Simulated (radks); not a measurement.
# Filling a jellium sphere with rs = 4.54 bohr, 11 to 16 electrons, part 2 of 2

radks, non-relativistic spin-polarised Kohn-Sham, LDA (Slater exchange, Perdew-Wang correlation), spherically averaged shells. The steps go on from the part before.

## Step 6: 15 electrons

Next run: add 1d down. Settings:

```ini
kind = jellium
xc = PW
rs = 4.54  # bohr
electrons = 15
background = 15  # e
configuration = 1s2 1p6 1d(up 5, down 2)
```

Results of the run (chosen fields of its result record, rounded):

```text
{
  "status": "converged",
  "energy_total [hartree]": -0.998691256,
  "energy_kinetic [hartree]": 0.7795748,
  "energy_external [hartree]": -23.83891,
  "energy_hartree [hartree]": 11.8083,
  "energy_xc [hartree]": -1.804882,
  "energy_background [hartree]": 12.05723,
  "orbitals [level, occupation, hartree, mean radius in bohr]": [
    ["1s up", 1, -0.160655, 7.01127],
    ["1p up", 3, -0.13434, 8.32385],
    ["1d up", 5, -0.101309, 9.28379],
    ["1s down", 1, -0.154074, 6.79992],
    ["1p down", 3, -0.126126, 8.2934],
    ["1d down", 2, -0.0928625, 9.34738]
  ],
  "r2_mean [bohr^2]": 79.91953,
  "mag [bohr magneton]": 3,
  "err": 2.2e-10,
  "spill_out [electrons]": 2.104947
}
```

Next run: add 2s up. Changed: configuration = 1s2 1p6 1d(up 5, down 1) 2s(up 1, down 0).

Result:

```text
{
  "status": "converged",
  "energy_total [hartree]": -0.993099073,
  "energy_kinetic [hartree]": 0.7818998,
  "energy_external [hartree]": -23.81748,
  "energy_hartree [hartree]": 11.78549,
  "energy_xc [hartree]": -1.800238,
  "energy_background [hartree]": 12.05723,
  "orbitals [level, occupation, hartree, mean radius in bohr]": [
    ["1s up", 1, -0.163101, 7.15198],
    ["1p up", 3, -0.137835, 8.39086],
    ["1d up", 5, -0.105336, 9.29994],
    ["2s up", 1, -0.0876519, 7.70876],
    ["1s down", 1, -0.148881, 7.2893],
    ["1p down", 3, -0.124567, 8.45062],
    ["1d down", 1, -0.0925176, 9.3988]
  ],
  "r2_mean [bohr^2]": 80.30531,
  "mag [bohr magneton]": 5,
  "err": 1.7e-09,
  "spill_out [electrons]": 2.217892
}
```

Next run: add 2s down. Changed: configuration = 1s2 1p6 1d(up 5, down 1) 2s(up 0, down 1).

Result:

```text
{
  "status": "converged",
  "energy_total [hartree]": -0.98770781,
  "energy_kinetic [hartree]": 0.7827378,
  "energy_external [hartree]": -23.81318,
  "energy_hartree [hartree]": 11.78106,
  "energy_xc [hartree]": -1.795552,
  "energy_background [hartree]": 12.05723,
  "orbitals [level, occupation, hartree, mean radius in bohr]": [
    ["1s up", 1, -0.159401, 7.4691],
    ["1p up", 3, -0.13637, 8.4566],
    ["1d up", 5, -0.104388, 9.30129],
    ["1s down", 1, -0.154261, 6.89308],
    ["1p down", 3, -0.127061, 8.36132],
    ["1d down", 1, -0.0943316, 9.38945],
    ["2s down", 1, -0.0826067, 7.91041]
  ],
  "r2_mean [bohr^2]": 80.37719,
  "mag [bohr magneton]": 3,
  "err": 1.9e-09,
  "spill_out [electrons]": 2.219118
}
```

Next run: move 1d down to 2s up: the same state as a run above.

Next run: move 1d down to 2s down: the same state as a run above.

Next run: move 1d up to 1d down. Changed: configuration = 1s2 1p6 1d(up 4, down 3).

Result:

```text
{
  "status": "converged",
  "energy_total [hartree]": -0.993079359,
  "energy_kinetic [hartree]": 0.7783493,
  "energy_external [hartree]": -23.83453,
  "energy_hartree [hartree]": 11.80409,
  "energy_xc [hartree]": -1.798218,
  "energy_background [hartree]": 12.05723,
  "orbitals [level, occupation, hartree, mean radius in bohr]": [
    ["1s up", 1, -0.158891, 6.94375],
    ["1p up", 3, -0.132061, 8.31172],
    ["1d up", 4, -0.0989351, 9.29982],
    ["1s down", 1, -0.156702, 6.8745],
    ["1p down", 3, -0.129338, 8.30219],
    ["1d down", 3, -0.0961391, 9.32117]
  ],
  "r2_mean [bohr^2]": 79.98804,
  "mag [bohr magneton]": 1,
  "err": 1e-10,
  "spill_out [electrons]": 2.113992
}
```

The cation, at the same background. Changed: electrons = 14, configuration = 1s2 1p6 1d(up 5, down 1).

Result:

```text
{
  "status": "converged",
  "energy_total [hartree]": -0.866684689,
  "energy_kinetic [hartree]": 0.7539394,
  "energy_external [hartree]": -22.56419,
  "energy_hartree [hartree]": 10.5892,
  "energy_xc [hartree]": -1.702862,
  "energy_background [hartree]": 12.05723,
  "orbitals [level, occupation, hartree, mean radius in bohr]": [
    ["1s up", 1, -0.244942, 6.96614],
    ["1p up", 3, -0.218306, 8.16259],
    ["1d up", 5, -0.183964, 9.03521],
    ["1s down", 1, -0.23539, 6.68319],
    ["1p down", 3, -0.20645, 8.11186],
    ["1d down", 1, -0.171676, 9.09843]
  ],
  "r2_mean [bohr^2]": 75.25013,
  "mag [bohr magneton]": 4,
  "err": 1.7e-09,
  "spill_out [electrons]": 1.549986
}
```

The anion, at the same background. Changed: electrons = 16, configuration = 1s2 1p6 1d(up 5, down 3).

Result:

```text
{
  "status": "converged",
  "energy_total [hartree]": -1.05362286,
  "energy_kinetic [hartree]": 0.7964324,
  "energy_external [hartree]": -25.0476,
  "energy_hartree [hartree]": 13.04173,
  "energy_xc [hartree]": -1.901413,
  "energy_background [hartree]": 12.05723,
  "orbitals [level, occupation, hartree, mean radius in bohr]": [
    ["1s up", 1, -0.0808338, 7.03354],
    ["1p up", 3, -0.0546846, 8.48183],
    ["1d up", 5, -0.0228832, 9.56942],
    ["1s down", 1, -0.0767919, 6.89274],
    ["1p down", 3, -0.0496033, 8.46788],
    ["1d down", 3, -0.0177156, 9.63102]
  ],
  "r2_mean [bohr^2]": 85.16161,
  "mag [bohr magneton]": 2,
  "err": 4.9e-10,
  "spill_out [electrons]": 2.787892
}
```

| candidate | configuration | above the lowest (eV) |
| --- | --- | --- |
| add 1d down | 1s2 1p6 1d(up 5, down 2) | lowest |
| add 2s up | 1s2 1p6 1d(up 5, down 1) 2s(up 1, down 0) | 0.152 |
| add 2s down | 1s2 1p6 1d(up 5, down 1) 2s(up 0, down 1) | 0.299 |
| move 1d down to 2s up | 1s2 1p6 1d(up 5, down 1) 2s(up 1, down 0) | 0.152 |
| move 1d down to 2s down | 1s2 1p6 1d(up 5, down 1) 2s(up 0, down 1) | 0.299 |
| move 1d up to 1d down | 1s2 1p6 1d(up 4, down 3) | 0.153 |

The series goes on from 1s2 1p6 1d(up 5, down 2).

## Step 7: N = 16

Next run: add 1d down. Settings:

```ini
kind = jellium
xc = PW
rs = 4.54  # bohr
electrons = 16
background = 16  # e
configuration = 1s2 1p6 1d(up 5, down 3)
```

Results of the run (chosen fields of its result record, rounded):

```text
{
  "status": "converged",
  "energy_total [hartree]": -1.07454838,
  "energy_kinetic [hartree]": 0.8234062,
  "energy_external [hartree]": -26.56546,
  "energy_hartree [hartree]": 13.16757,
  "energy_xc [hartree]": -1.926534,
  "energy_background [hartree]": 13.42648,
  "orbitals [level, occupation, hartree, mean radius in bohr]": [
    ["1s up", 1, -0.160282, 7.06543],
    ["1p up", 3, -0.134376, 8.45116],
    ["1d up", 5, -0.102336, 9.42865],
    ["1s down", 1, -0.156151, 6.92395],
    ["1p down", 3, -0.129203, 8.43214],
    ["1d down", 3, -0.0970228, 9.46956]
  ],
  "r2_mean [bohr^2]": 83.1132,
  "mag [bohr magneton]": 2,
  "err": 2.4e-10,
  "spill_out [electrons]": 2.186666
}
```

Next run: add 2s up. Changed: configuration = 1s2 1p6 1d(up 5, down 2) 2s(up 1, down 0).

Result:

```text
{
  "status": "converged",
  "energy_total [hartree]": -1.06742898,
  "energy_kinetic [hartree]": 0.8266703,
  "energy_external [hartree]": -26.54454,
  "energy_hartree [hartree]": 13.14387,
  "energy_xc [hartree]": -1.919903,
  "energy_background [hartree]": 13.42648,
  "orbitals [level, occupation, hartree, mean radius in bohr]": [
    ["1s up", 1, -0.162583, 7.21545],
    ["1p up", 3, -0.137758, 8.51852],
    ["1d up", 5, -0.106228, 9.44199],
    ["2s up", 1, -0.0902773, 7.74321],
    ["1s down", 1, -0.151236, 7.43505],
    ["1p down", 3, -0.127881, 8.5906],
    ["1d down", 2, -0.0968729, 9.51788]
  ],
  "r2_mean [bohr^2]": 83.45515,
  "mag [bohr magneton]": 4,
  "err": 2.7e-10,
  "spill_out [electrons]": 2.290852
}
```

Next run: add 2s down. Changed: configuration = 1s2 1p6 1d(up 5, down 2) 2s(up 0, down 1).

Result:

```text
{
  "status": "converged",
  "energy_total [hartree]": -1.06363645,
  "energy_kinetic [hartree]": 0.827332,
  "energy_external [hartree]": -26.5416,
  "energy_hartree [hartree]": 13.14085,
  "energy_xc [hartree]": -1.916691,
  "energy_background [hartree]": 13.42648,
  "orbitals [level, occupation, hartree, mean radius in bohr]": [
    ["1s up", 1, -0.158665, 7.56579],
    ["1p up", 3, -0.136199, 8.59247],
    ["1d up", 5, -0.105222, 9.44725],
    ["1s down", 1, -0.156311, 7.02277],
    ["1p down", 3, -0.130113, 8.49813],
    ["1d down", 2, -0.0984286, 9.50589],
    ["2s down", 1, -0.0866902, 7.89079]
  ],
  "r2_mean [bohr^2]": 83.49963,
  "mag [bohr magneton]": 2,
  "err": 2e-09,
  "spill_out [electrons]": 2.291615
}
```

Next run: move 1d down to 2s up: the same state as a run above.

Next run: move 1d down to 2s down: the same state as a run above.

Next run: move 1d up to 1d down. Changed: configuration = 1s2 1p6 1d(up 4, down 4).

Result:

```text
{
  "status": "converged",
  "energy_total [hartree]": -1.07189603,
  "energy_kinetic [hartree]": 0.8228542,
  "energy_external [hartree]": -26.56345,
  "energy_hartree [hartree]": 13.16563,
  "energy_xc [hartree]": -1.923403,
  "energy_background [hartree]": 13.42648,
  "orbitals [level, occupation, hartree, mean radius in bohr]": [
    ["1s up", 1, -0.158404, 6.99641],
    ["1p up", 3, -0.131993, 8.44083],
    ["1d up", 4, -0.0998759, 9.44675],
    ["1s down", 1, -0.158404, 6.99641],
    ["1p down", 3, -0.131993, 8.44083],
    ["1d down", 4, -0.0998759, 9.44675]
  ],
  "r2_mean [bohr^2]": 83.14219,
  "mag [bohr magneton]": 0,
  "err": 3.2e-10,
  "spill_out [electrons]": 2.190712
}
```

The cation, at the same background. Changed: electrons = 15, configuration = 1s2 1p6 1d(up 5, down 2).

Result:

```text
{
  "status": "converged",
  "energy_total [hartree]": -0.938805679,
  "energy_kinetic [hartree]": 0.7994992,
  "energy_external [hartree]": -25.23111,
  "energy_hartree [hartree]": 11.88806,
  "energy_xc [hartree]": -1.821728,
  "energy_background [hartree]": 13.42648,
  "orbitals [level, occupation, hartree, mean radius in bohr]": [
    ["1s up", 1, -0.242985, 7.02992],
    ["1p up", 3, -0.216825, 8.29668],
    ["1d up", 5, -0.183586, 9.18956],
    ["1s down", 1, -0.23628, 6.81887],
    ["1p down", 3, -0.208488, 8.26185],
    ["1d down", 2, -0.174966, 9.2366]
  ],
  "r2_mean [bohr^2]": 78.61464,
  "mag [bohr magneton]": 3,
  "err": 1.5e-10,
  "spill_out [electrons]": 1.637052
}
```

The anion, at the same background. Changed: electrons = 17, configuration = 1s2 1p6 1d(up 5, down 4).

Result:

```text
{
  "status": "converged",
  "energy_total [hartree]": -1.13399575,
  "energy_kinetic [hartree]": 0.8391733,
  "energy_external [hartree]": -27.83527,
  "energy_hartree [hartree]": 14.46143,
  "energy_xc [hartree]": -2.025805,
  "energy_background [hartree]": 13.42648,
  "orbitals [level, occupation, hartree, mean radius in bohr]": [
    ["1s up", 1, -0.0816982, 7.07946],
    ["1p up", 3, -0.0559079, 8.6026],
    ["1d up", 5, -0.0249943, 9.70134],
    ["1s down", 1, -0.0797843, 7.00822],
    ["1p down", 3, -0.0534902, 8.59584],
    ["1d down", 4, -0.0225355, 9.73011]
  ],
  "r2_mean [bohr^2]": 88.12924,
  "mag [bohr magneton]": 1,
  "err": 7e-10,
  "spill_out [electrons]": 2.858476
}
```

| candidate | configuration | above the lowest (eV) |
| --- | --- | --- |
| add 1d down | 1s2 1p6 1d(up 5, down 3) | lowest |
| add 2s up | 1s2 1p6 1d(up 5, down 2) 2s(up 1, down 0) | 0.194 |
| add 2s down | 1s2 1p6 1d(up 5, down 2) 2s(up 0, down 1) | 0.297 |
| move 1d down to 2s up | 1s2 1p6 1d(up 5, down 2) 2s(up 1, down 0) | 0.194 |
| move 1d down to 2s down | 1s2 1p6 1d(up 5, down 2) 2s(up 0, down 1) | 0.297 |
| move 1d up to 1d down | 1s2 1p6 1d(up 4, down 4) | 0.0722 |

The series goes on from 1s2 1p6 1d(up 5, down 3).

From the same record, its empty bound levels (hartree) and its density (bohr, e/bohr³):

```text
empty: [["2s up", -0.088525], ["1f up", -0.06539], ["2p up", -0.047627], ["2s down", -0.086096], ["1f down", -0.060408], ["2p down", -0.04504]]
r: [0.3647, 1.281, 2.197, 3.114, 4.03, 4.946, 5.863, 6.779, 7.695, 8.612, 9.528, 10.44, 11.36, 12.28, 13.19, 14.11, 15.03, 15.94, 16.86, 17.78]
n: [0.001265, 0.001351, 0.001535, 0.001816, 0.002175, 0.00257, 0.002925, 0.003142, 0.003119, 0.002795, 0.002209, 0.001515, 0.0008924, 0.0004633, 0.0002222, 9.953e-05, 4.267e-05, 1.794e-05, 7.314e-06, 2.939e-06]
```

## Step 8: Collected

| N | configuration | unpaired | E/N (eV) | ionisation (eV) | affinity (eV) | second difference (eV) | spill-out (e) |
| --- | --- | --- | --- | --- | --- | --- | --- |
| 11 | 1s2 1p6 1d(up 3, down 0) | 3 | -1.764 | 3.57 | 1.29 | -0.159 | 1.74 |
| 12 | 1s2 1p6 1d(up 4, down 0) | 4 | -1.780 | 3.70 | 1.45 | -0.135 | 1.84 |
| 13 | 1s2 1p6 1d(up 5, down 0) | 5 | -1.803 | 3.80 | 1.18 | 0.296 | 1.92 |
| 14 | 1s2 1p6 1d(up 5, down 1) | 4 | -1.803 | 3.47 | 1.35 | -0.146 | 2.02 |
| 15 | 1s2 1p6 1d(up 5, down 2) | 3 | -1.812 | 3.59 | 1.49 | -0.125 | 2.10 |
| 16 | 1s2 1p6 1d(up 5, down 3) | 2 | -1.827 | 3.69 | 1.62 | - | 2.19 |

The second difference is E(N+1) + E(N-1) - 2E(N) of neutral clusters.

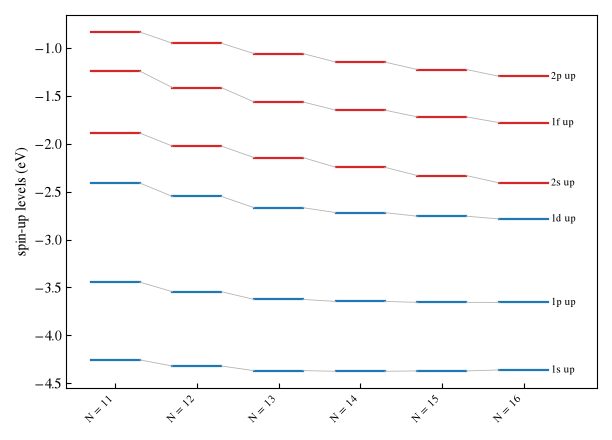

Spin-up levels of the kept configurations; wholly or partly filled blue, empty red.

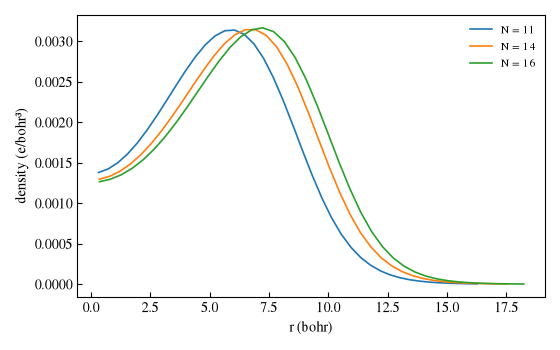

Electron densities along the radius.

## Step 9: Summary of results

What follows sums up all 2 parts.

| quantity | value |
| --- | --- |
| closed shells at N | none in this range |
| largest second difference | 0.296 eV at N = 13 (of N = 11 to 15) |
| most unpaired electrons | 5 at N = 13 |
| ionisation energies | 3.47 to 3.80 eV |
| configuration at N = 16 | 1s2 1p6 1d(up 5, down 3) |

**Reading.** No closed-shell configuration falls in this range; the second difference peaks at N = 13, where a shell is half full. Among the lowest states kept at each count, up to 5 electrons are unpaired (N = 13), since exchange favours parallel spins. The ions keep the filling of the neutral cluster, less or plus one electron, without a search of their own. Only a few candidates are tried at each count, so a lower state may have been missed.
